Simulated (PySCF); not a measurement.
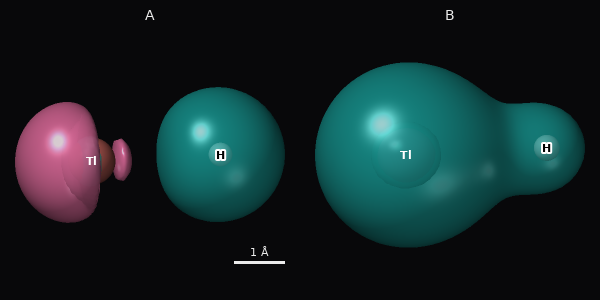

*TlH (charge +1, doublet). Two frontier α-spin orbitals, each drawn at the value that holds 80 % of its norm (teal and pink are the two phases), in no order; of a degenerate pair one member is drawn.*

Core potentials replace the inner electrons of Tl.

All numbers below come from PBE0/def2-SVPD, non-relativistic Hamiltonian with scalar-relativistic core potentials where named, at a bond length of 2.679 Å (PySCF 2.14.0).

Q: Label each orbital by symmetry, say whether it is occupied, and order them by energy.

A: Orbital B: σ, occupied in this spin, −17.28 eV; mainly on Tl (90 %).
Orbital A: σ, occupied in this spin, −14.40 eV; mainly on H (75 %).
